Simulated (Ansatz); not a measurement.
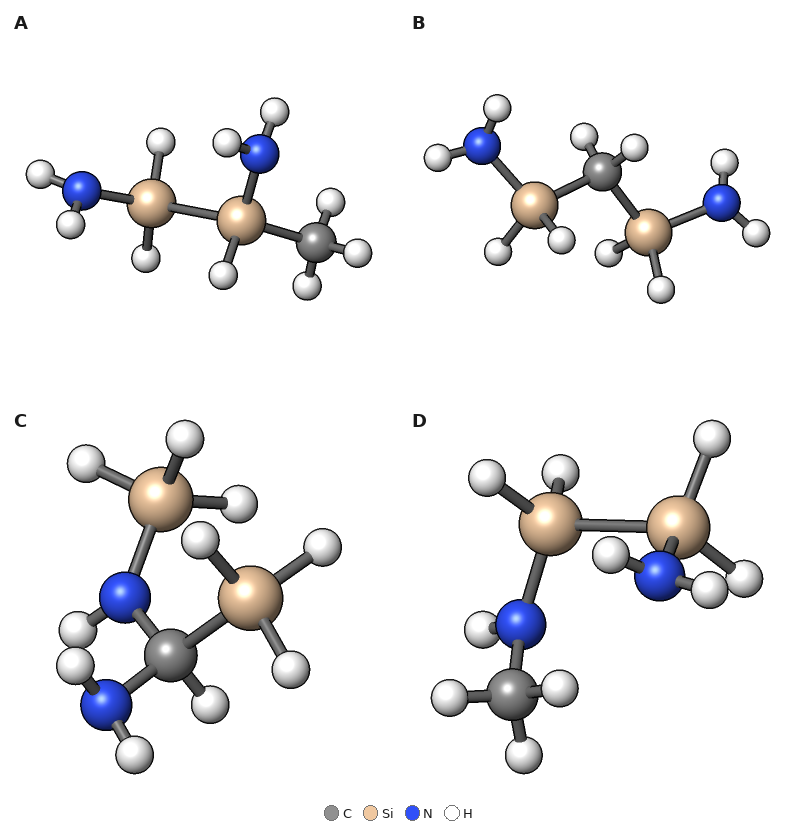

Figure made from data computed with Ansatz.

Which panel belongs to which SMILES?
(1) CN[SiH2][SiH2]N
(2) N[SiH2]C[SiH2]N
(3) C[Si@@H](N)[SiH2]N
(4) N[C@H]([SiH3])N[SiH3]

A is (3), B is (2), C is (4), D is (1).
